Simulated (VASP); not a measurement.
```
CELL_PARAMETERS angstrom
      2.89625     0.00000     0.00000
      0.00000     2.89625     0.00000
      0.00000     0.00000     2.89625
ATOMIC_POSITIONS crystal
  Be 0.00000 0.00000 0.00000
  S  0.50000 0.50000 0.50000
```

All values below come from PBEsol GGA, VASP's PBE PAW potentials (set 64) (plane waves; VASP). Numerical set-up: 400 eV cut-off, 14×14×14 Γ-centred mesh, tetrahedra with Blöchl corrections, potentials Be S.

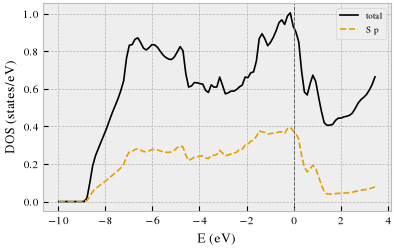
Fig. 1. Total and projected density of states, zero at the Fermi level

Within 2 eV below the Fermi level the largest weight inside VASP's projection spheres is S p.

It has no gap at this level: it comes out as a metal or semimetal.

The structure was generated: BeS was put into the CsCl type type (Pm-3m), which need not be its known phase. It was relaxed first, which changed the volume by +36 %.
